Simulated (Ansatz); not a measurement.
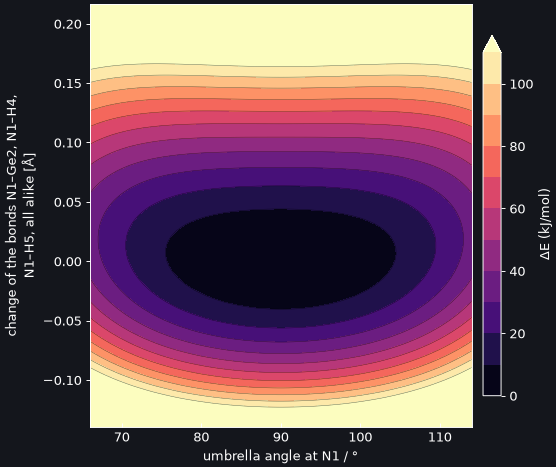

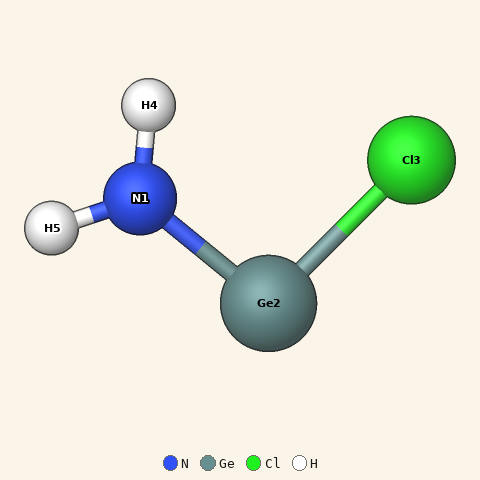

Energy landscape of ClGeH2N, SMILES [NH2][Ge][Cl]. First axis: umbrella angle at N1 (between each of its bonds and their common axis; 90 is planar). Second axis: change of the bonds N1–Ge2, N1–H4, N1–H5, all alike. Nothing is relaxed (all other coordinates rigid). The grid has 15 × 15 points; 120 points were computed and 105 follow by symmetry. Points are written as (first, second). All energies are given in kJ/mol relative to the relaxed molecule at the same level. Computed with RKS PBE0-D4/def2-TZVP (Ansatz).

Drawn: filled contours, one colour for all values above the top of the scale. Between grid points the surface is interpolated. The second picture is the structure at the lowest point.

Q: Describe this landscape.

A: The lowest grid point is at (90.0°, 0.013 Å), 0.9 kJ/mol from the relaxed molecule at the same level. It is the only kind of minimum in the scanned range. The highest grid point, (66.0°, −0.140 Å), lies 215 kJ/mol above the lowest. Round the minimum the two coordinates are nearly uncoupled.

Each point was launched as `ansatz run input.yaml --threads 1 --pin off --max-ram 2560MiB --backend cpu --events-out ev --progress --plain --runs-dir out`. The whole map (120 points run) took 9.2 min on 1 thread of Arm Neoverse V2, with other jobs on the host.
